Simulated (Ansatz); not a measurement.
Input

```
crystal:
  periodic: [false, false, false]
  atoms:
    - { symbol: Al, position_ang: [0.0, 0.0, 0.0] }
    - { symbol: "N", position_ang: [0.0, 0.0, 1.92] }
    - { symbol: H, position_ang: [-0.877, -0.2713, 2.45] }
    - { symbol: H, position_ang: [0.877, 0.2713, 2.45] }
    - { symbol: O, position_ang: [1.5415, 0.0, -0.89] }
    - { symbol: Si, position_ang: [2.3874, -1.376, -1.352] }
    - { symbol: H, position_ang: [1.4599, -2.3514, -1.9176] }
    - { symbol: H, position_ang: [3.3882, -1.0195, -2.3535] }
    - { symbol: H, position_ang: [3.0504, -1.9546, -0.187] }
    - { symbol: O, position_ang: [-1.5415, 0.0, -0.89] }
    - { symbol: H, position_ang: [-2.0512, -0.8467, -0.6815] }
basis:
  gaussian: { orbitals: "6-31G" }
hamiltonian:
  xc: pbe0
relax:
  f_tol: 0.02
  max_steps: 40
output:
  orbitals: {}
```

Command:

```sh
ansatz run input.yaml --threads 2 --pin off --max-ram 3072MiB --backend cpu --events-out ev --progress --plain --runs-dir out
```

The fields are those of the run's last geometry, not of the input's.

All numbers below come from RKS PBE0/6-31G (Ansatz 0.2.0).

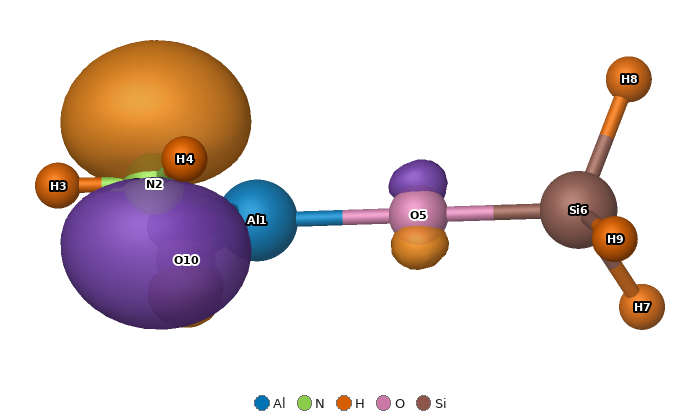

AlH6NO2Si. The HOMO at ±0.15 Å⁻³ᐟ² (orange and purple are the two phases), seen from one side.

Q: Where does this orbital lie, and at what energy?

A: Its weight (Hirshfeld) is mainly on N2 (about 70 %); largely a lone pair of N2. Its energy is −6.90 eV.
